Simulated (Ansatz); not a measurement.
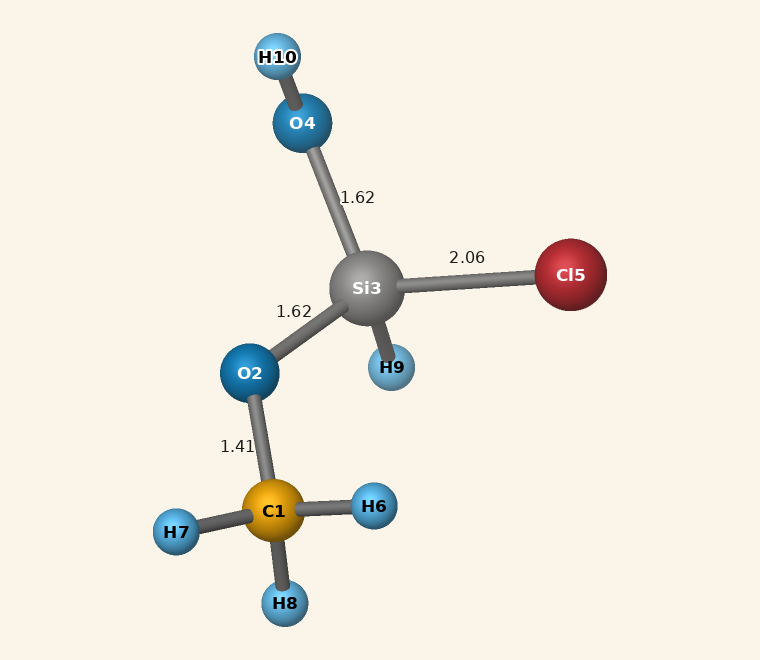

Bond lengths are marked in Å; every bond is drawn as one stick. Computed geometry: PBE0-D4/def2-TZVP optimisation. No frequency run is at hand to confirm it as a minimum.

**Assign a bond order to each marked bond.**

C1–O2 single; O2–Si3 single; Si3–O4 single; Si3–Cl5 single.

**Give the structure as SMILES.**

CO[Si@@H](O)Cl
